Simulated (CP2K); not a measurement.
# CH4ClGe (SMILES Cl[CH2][GeH2]): AM1

Aim: the vertical electron affinity of CH4ClGe at AM1, from 2 runs. 

The results are computed with CP2K 2026.2.

3 further runs of the same task are left out: 3 set aside as unsound or not needed.

## 1. Starting point

CH4ClGe has 7 atoms, charge 0, and is taken as a doublet. As SMILES, `Cl[CH2][GeH2]`. The shape comes from GFN2-xTB, which is rough for such elements, and wasn't checked as a minimum. This is one conformer, not always the lowest.

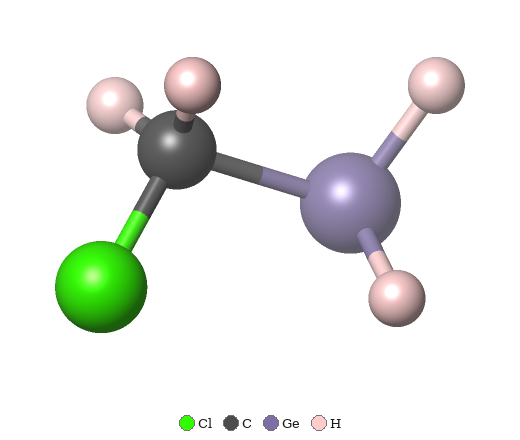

The structure, seen from a chosen angle (chlorine green, carbon dark grey, germanium purple, hydrogen pink).

## 2. Energy and gradient at AM1

The input, job.inp:

```
&global
   project_name job
   run_type ENERGY_FORCE
   print_level MEDIUM
&end global

&force_eval
   method QUICKSTEP
   &dft
      multiplicity 2
      uks T
      &qs
         method AM1
         eps_default 1.0E-10
         &se
            &coulomb
               cutoff [angstrom] 50
               rc_range [angstrom] 0
            &end coulomb
            &exchange
               cutoff [angstrom] 50
               rc_range [angstrom] 0
            &end exchange
         &end se
      &end qs
      &poisson
         periodic NONE
         poisson_solver ANALYTIC
      &end poisson
      &scf
         scf_guess ATOMIC
         eps_scf 1.0E-07
         max_scf 50
         &ot
            minimizer CG
            preconditioner FULL_ALL
         &end ot
         &outer_scf
            eps_scf 1.0E-07
            max_scf 10
         &end outer_scf
      &end scf
      &print
         &moments
            periodic F
            reference COM
            max_moment 1
         &end moments
         &mo_cubes
            nlumo 3
            nhomo -1
            write_cube F
         &end mo_cubes
         &hirshfeld OFF
         &end hirshfeld
      &end print
   &end dft
   &subsys
      &cell
         abc 15.4 15 15
         periodic NONE
      &end cell
      &coord
         Cl     7.413000     6.017595     6.003390
         C      6.756420     7.330535     6.975330
         Ge     8.320340     8.507495     7.567690
         H      6.002340     7.846235     6.388440
         H      6.301730     6.899925     7.865510
         H      7.876760     8.982405     8.996610
         H      9.397660     7.449735     7.949000
      &end coord
   &end subsys
   &print
      &forces ON
      &end forces
   &end print
&end force_eval
```

Run with:

```sh
$ OMP_NUM_THREADS=1 cp2k.psmp -i job.inp > job.out 2>&1
```

Standard output:

```text
CP2K| version string:                                       CP2K version 2026.2
[...]
 GLOBAL| Method name                                                        CP2K
[...]
 GLOBAL| Run type                                                   ENERGY_FORCE
[...]
                             - Atoms:                                          7
[...]
                             - Spherical basis functions:                     16
[...]
 Number of electrons:                                                         10
[...]
     1 OT CG       0.15E+00    0.0     0.21564221       -20.2505131598 -2.03E+01
[...]
     8 OT CG       0.10E+01    0.0     0.00000007       -23.4466762796 -5.25E-12
  *** SCF run converged in     8 steps ***
  Core-core repulsion energy [eV]:                            799.78000768144500
  Core Hamiltonian energy [eV]:                             -1005.55367046328195
  Two-electron integral energy [eV]:                         -864.48569124627329
  Electronic energy [eV]:                                   -1437.79651608641848
  Total energy [eV]:                                         -638.01650840497359
  Atomic reference energy [eV]:                               638.89454301085436
  Heat of formation [kcal/mol]:                                20.24796063121886
[...]
 SE_DIPOLE| Moment [Debye]          0.34420014      -1.31796098      -0.86082812
 SE_DIPOLE| Derivative [a.u.]       0.00000000       0.00000000       0.00000000
 *** WARNING in qs_scf_post_se.F:140 :: Printing of MO cube files not ***
 *** implemented for Semi-Empirical method.                           ***
 ENERGY| Total FORCE_EVAL ( QS ) energy [hartree]            -23.446676279614206
 FORCES| Atomic forces [hartree/bohr]
 FORCES|   Atom     x               y               z               |f|
 FORCES|      1 -5.13054388E-03  8.50366352E-03  5.27985177E-03   1.12477379E-02
 FORCES|      2  2.45000512E-02 -4.61164858E-03 -8.03919884E-03   2.61944370E-02
 FORCES|      3 -1.67431984E-02 -1.99004874E-02  1.39471256E-02   2.95107845E-02
 FORCES|      4 -5.01519868E-03  1.01576347E-02 -8.48223323E-03   1.41519625E-02
 FORCES|      5 -2.20741048E-03 -4.62559005E-03  1.13324773E-02   1.24375957E-02
 FORCES|      6  1.09077466E-03  5.89187963E-03 -8.03498180E-03   1.00232214E-02
 FORCES|      7  3.50552558E-03  4.58454811E-03 -6.00304087E-03   8.32726190E-03
 FORCES| Sum     5.37764278E-16 -3.26128013E-16  5.55111512E-17
 FORCES| Total atomic force                                       6.31372622E-16
[...]
```

It took 1.1 s on 1 thread of Arm Neoverse V2, shared host.

## 3. The singlet anion

The input, run.inp:

```
&GLOBAL
    PROJECT_NAME run
    RUN_TYPE ENERGY_FORCE
    PRINT_LEVEL MEDIUM
&END GLOBAL

&FORCE_EVAL
    METHOD QUICKSTEP
    &DFT
        CHARGE -1
        &QS
            METHOD AM1
            EPS_DEFAULT 1.0E-10
            &SE
                &COULOMB
                    CUTOFF [angstrom] 50
                    RC_RANGE [angstrom] 0
                &END COULOMB
                &EXCHANGE
                    CUTOFF [angstrom] 50
                    RC_RANGE [angstrom] 0
                &END EXCHANGE
            &END SE
        &END QS
        &POISSON
            PERIODIC NONE
            POISSON_SOLVER ANALYTIC
        &END POISSON
        &SCF
            SCF_GUESS ATOMIC
            EPS_SCF 1.0E-07
            MAX_SCF 40
            &OT
                MINIMIZER DIIS
                PRECONDITIONER FULL_ALL
            &END OT
            &OUTER_SCF
                EPS_SCF 1.0E-07
                MAX_SCF 8
            &END OUTER_SCF
        &END SCF
        &PRINT
            &MOMENTS
                PERIODIC F
                REFERENCE COM
                MAX_MOMENT 1
            &END MOMENTS
            &MO_CUBES
                NLUMO 3
                NHOMO -1
                WRITE_CUBE F
            &END MO_CUBES
            &HIRSHFELD OFF
            &END HIRSHFELD
        &END PRINT
    &END DFT
    &SUBSYS
        &CELL
            ABC 15.4 15 15
            PERIODIC NONE
        &END CELL
        &COORD
            Cl     7.413000     6.017595     6.003390
            C      6.756420     7.330535     6.975330
            Ge     8.320340     8.507495     7.567690
            H      6.002340     7.846235     6.388440
            H      6.301730     6.899925     7.865510
            H      7.876760     8.982405     8.996610
            H      9.397660     7.449735     7.949000
        &END COORD
    &END SUBSYS
    &PRINT
        &FORCES ON
        &END FORCES
    &END PRINT
&END FORCE_EVAL
```

Run with:

```sh
$ OMP_NUM_THREADS=1 cp2k.psmp -i run.inp > run.out 2>&1
```

Standard output:

```text
CP2K| version string:                                       CP2K version 2026.2
[...]
 GLOBAL| Method name                                                        CP2K
[...]
 GLOBAL| Run type                                                   ENERGY_FORCE
[...]
                             - Atoms:                                          7
[...]
                             - Spherical basis functions:                     16
[...]
 Number of electrons:                                                         20
[...]
     1 OT DIIS     0.15E+00    0.0     0.40250071       -20.4089704683 -2.04E+01
[...]
    15 OT DIIS     0.15E+00    0.0     0.00000008       -23.5181508174 -9.73E-13
  *** SCF run converged in    15 steps ***
  Core-core repulsion energy [eV]:                            799.78000768144500
  Core Hamiltonian energy [eV]:                             -1035.31486387744303
  Two-electron integral energy [eV]:                         -808.85314658360528
  Electronic energy [eV]:                                   -1439.74143716924550
  Total energy [eV]:                                         -639.96142948780073
  Atomic reference energy [eV]:                               638.89454301085436
  Heat of formation [kcal/mol]:                               -24.60298858211831
[...]
 SE_DIPOLE| Moment [Debye]          2.54170877       3.22550932      -0.14674816
 SE_DIPOLE| Derivative [a.u.]       0.00000000       0.00000000       0.00000000
 *** WARNING in qs_scf_post_se.F:140 :: Printing of MO cube files not ***
 *** implemented for Semi-Empirical method.                           ***
 ENERGY| Total FORCE_EVAL ( QS ) energy [hartree]            -23.518150817368767
 FORCES| Atomic forces [hartree/bohr]
 FORCES|   Atom     x               y               z               |f|
 FORCES|      1 -3.81734787E-03 -2.06096759E-03 -9.12186005E-04   4.43303683E-03
 FORCES|      2  2.02120538E-02  8.97124257E-03 -5.94630923E-03   2.28991027E-02
 FORCES|      3 -1.90254675E-02 -2.40546486E-02  2.05790747E-02   3.69336276E-02
 FORCES|      4 -5.09978757E-03  7.60470627E-03 -9.24464940E-03   1.30116461E-02
 FORCES|      5 -5.10495746E-04 -5.41380372E-03  1.08836969E-02   1.21665416E-02
 FORCES|      6  1.77450015E-03  8.77003616E-03 -7.77353712E-03   1.18528589E-02
 FORCES|      7  6.46654473E-03  6.18343491E-03 -7.58608986E-03   1.17302953E-02
 FORCES| Sum     1.17961196E-16 -1.38777878E-16 -3.05311332E-16
 FORCES| Total atomic force                                       3.55512521E-16
[...]
```

Run time: 0.52 s. Hardware: 1 thread of Arm Neoverse V2, shared host.

## 4. What came out

At AM1:

| quantity | value |
| --- | --- |
| doublet CH4ClGe: total energy | -23.44668 Eh |
| doublet CH4ClGe: dipole moment | 1.61 D |
| doublet CH4ClGe: heat of formation at this unrelaxed shape | 20.2 kcal/mol |
| doublet CH4ClGe: largest force on an atom | 1.518 eV/Å |
| singlet anion: total energy | -23.51815 Eh |
| singlet anion: heat of formation at this unrelaxed shape | -24.6 kcal/mol |
| singlet anion: largest force on an atom | 1.899 eV/Å |
| vertical electron affinity (to the singlet anion) | 1.945 eV |

At fixed nuclei the extra electron is bound by 1.94 eV (45 kcal/mol). The largest force (doublet CH4ClGe) is 1.52 eV/Å: the shape isn't a stationary point for this species at this level. A minimal valence basis can't be trusted even for the sign of an electron affinity.
